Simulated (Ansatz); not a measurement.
# triplet BH: levels of theory compared

Wanted: a comparison of 6 runs (UHF/3-21G, U-revPBE/3-21G, UB2PLYP/def2-TZVP, UHSE06/def2-TZVP, USVWN5/def2-TZVP, RPA@PBE/3-21G) of triplet BH. 

The calculation is run with Ansatz 0.2.0.

60 further runs of the same task are left out: 60 set aside as unsound or not needed.

### Step 1. The system as given

The species is BH (2 atoms), meant as a triplet with charge 0. SMILES of the parent species: `[BH]`. The bond length is the one measured for the parent species. That shape belongs to the parent species and isn't relaxed for this state.

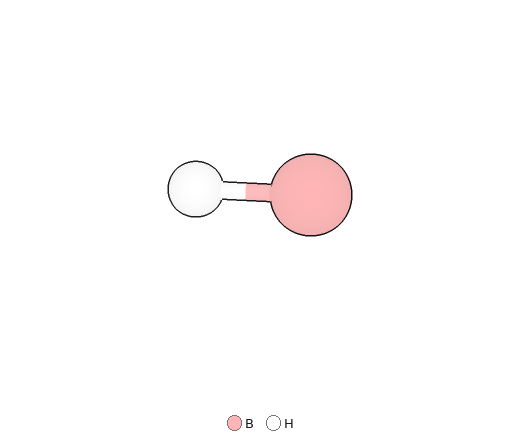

Viewed from a chosen angle; boron pink, hydrogen white.

### Step 2. A single-point energy at UHF/3-21G (run 1)

Input file input.yaml:

```yaml
crystal:
  periodic: [false, false, false]
  atoms:
    - {symbol: B, position_ang: [0.000000, 0.000000, 0.000000]}
    - {symbol: H, position_ang: [0.000000, 0.000000, 1.232400]}
basis:
  gaussian:
    orbitals: 3-21G.json
magnetization:
  spin_polarized: true
  initial_magnetization: 2
hamiltonian:
  xc: hf
accuracy: high
```

The basis set 3-21G is read from a file made from the Basis Set Exchange's data (not shown).

Started as:

```bash
ansatz run input.yaml --threads 1 --pin off --max-ram 2610MiB --events-out events.jsonl --progress --plain --runs-dir runs
```

Output:

```text
Warning: RAYON_NUM_THREADS=1 ignored (pool sized by the plan → 1); use --threads N
Functional definition: HF
  name "HF"
  exchange = exact_x
  correlation = 0
210 factors; integrals over basis functions are off by at most 2.8e-9 eV
mean field evaluation 1: about -678.5031 eV, gradient 6.3e0 eV
mean field evaluation 2: about -678.5043 eV, gradient 6.3e0 eV
mean field evaluation 4: about -679.2919 eV, gradient 1.3e0 eV
mean field evaluation 8: about -679.3451 eV, gradient 5.2e-4 eV
mean field evaluation 16: about -679.2927 eV, gradient 1.3e0 eV
mean field -679.34513781 eV, -24.9654733380 hartree, gradient 8.9e-9 eV, S^2 2.000429; 0 other end points of the search recorded, 0 dependent functions left out
reference -679.34513781 eV, -24.9654733380 hartree; 4, 2 occupied and 7, 9 virtual orbitals, 210 factors
Total energy: -679.34513781 eV, -24.9654733380 hartree
```

It took 0.06 s on 1 thread of Arm Neoverse V1, shared host.

### Step 3. A single-point energy at U-revPBE/3-21G (run 2)

Input file job.yaml:

```yaml
crystal:
  periodic: [false, false, false]
  atoms:
    - symbol: B
      position_ang: [0.000000, 0.000000, 0.000000]
    - symbol: H
      position_ang: [0.000000, 0.000000, 1.232400]
basis:
  gaussian:
    orbitals: 3-21G.json
magnetization:
  spin_polarized: true
  initial_magnetization: 2
hamiltonian:
  xc: {name: revPBE}
accuracy: high
```

The basis set 3-21G is read from a file made from the Basis Set Exchange's data (not shown).

Started as:

```bash
ansatz run job.yaml --threads 1 --pin off --max-ram 2610MiB --events-out events.jsonl --progress --plain --runs-dir runs
```

Output:

```text
Warning: RAYON_NUM_THREADS=1 ignored (pool sized by the plan → 1); use --threads N
Functional definition: revPBE
  name "revPBE"
  parameter kappa = 1.245
  parameter beta = 0.06672455060314922
  exchange = pbe_x(kappa = kappa, mu = beta*pi^2/3)
  correlation = pbe_c(beta = beta)
210 factors; integrals over basis functions are off by at most 2.8e-9 eV
mean field evaluation 1: about -682.8007 eV, gradient 3.4e0 eV
mean field evaluation 2: about -682.9024 eV, gradient 1.1e0 eV
mean field evaluation 4: about -682.9036 eV, gradient 2.1e-1 eV
mean field evaluation 8: about -682.9040 eV, gradient 8.2e-4 eV
mean field evaluation 16: about -682.9025 eV, gradient 5.5e-1 eV
mean field -682.90402806 eV, -25.0962601423 hartree, gradient 6.0e-9 eV, S^2 2.000128; 1 other end points of the search recorded, 0 dependent functions left out
reference -682.90403056 eV, -25.0962602341 hartree; 4, 2 occupied and 7, 9 virtual orbitals, 210 factors
Total energy: -682.90403056 eV, -25.0962602341 hartree
```

Wall time 0.56 s (1 thread of Arm Neoverse V1, shared host).

Runs 3 to 5 aren't shown in full; the table further down has their settings and results.

### Step 4. A single-point energy at RPA@PBE/3-21G (run 6)

Input file in.yaml:

```yaml
crystal:
  periodic: [false, false, false]
  atoms:
    - {symbol: B, position_ang: [0.000000, 0.000000, 0.000000]}
    - {symbol: H, position_ang: [0.000000, 0.000000, 1.232400]}
basis:
  gaussian:
    orbitals: 3-21G.json
correlation:
  method: rpa
  frozen_orbitals: {B: 1, H: 0}
hamiltonian:
  xc: pbe
total_charge: 0
magnetization:
  spin_polarized: true
  initial_magnetization: 2
accuracy: high
```

The basis set 3-21G is read from a file made from the Basis Set Exchange's data (not shown).

Started as:

```bash
ansatz run in.yaml --threads 1 --pin off --max-ram 2610MiB --events-out events.jsonl --progress --plain --runs-dir runs
```

Output:

```text
Warning: RAYON_NUM_THREADS=1 ignored (pool sized by the plan → 1); use --threads N
Functional definition: PBE
  name "PBE"
  parameter kappa = 0.804
  parameter beta = 0.06672455060314922
  exchange = pbe_x(kappa = kappa, mu = beta*pi^2/3)
  correlation = pbe_c(beta = beta)
210 factors; integrals over basis functions are off by at most 2.8e-9 eV
mean field evaluation 1: about -681.5733 eV, gradient 3.6e0 eV
mean field evaluation 2: about -681.5615 eV, gradient 3.7e0 eV
mean field evaluation 4: about -681.6888 eV, gradient 2.6e-1 eV
mean field evaluation 8: about -681.6893 eV, gradient 4.1e-4 eV
mean field evaluation 16: about -681.6885 eV, gradient 5.1e-1 eV
mean field -681.68934000 eV, -25.0516211792 hartree, gradient 1.6e-8 eV, S^2 2.000126; 2 other end points of the search recorded, 0 dependent functions left out
1 core orbitals not correlated: weight in the atoms' cores, before any rotation towards them, 1.000 or more for the frozen orbitals, at most 0.000 for the correlated occupied ones
reference -679.26219284 eV, -24.9624251665 hartree; 3, 1 occupied and 7, 9 virtual orbitals, 210 factors
Total energy: -681.18544907 eV, -25.0331035292 hartree
```

Run time: 0.6 s. Hardware: 1 thread of Arm Neoverse V1, shared host.

### Step 5. The series

| run | level | frozen core orbitals | energy (Eh) | ⟨S²⟩ | wall time |
| --- | --- | --- | --- | --- | --- |
| 1 | UHF/3-21G | – | -24.965473 | 2.000 | 0.06 s |
| 2 | U-revPBE/3-21G | – | -25.096260 | 2.000 | 0.56 s |
| 3 | UB2PLYP/def2-TZVP | 1 | -25.222678 | 2.002 | 1 s |
| 4 | UHSE06/def2-TZVP | – | -25.211804 | 2.001 | 1.1 s |
| 5 | USVWN5/def2-TZVP | – | -24.938648 | 2.001 | 0.6 s |
| 6 | RPA@PBE/3-21G | 1 | -25.033104 | 2.000 | 0.6 s |

### Step 6. What came out

| quantity | value |
| --- | --- |
| run 6: total energy | -25.03310 Eh |
| run 6: RPA correlation energy (valence) | -70.7 mEh |
| run 6: ⟨S²⟩ of the reference determinant | 2.000 |

Totals of different functionals can't be ranked against each other. All runs together took 3.9 s, the longest 1.1 s.
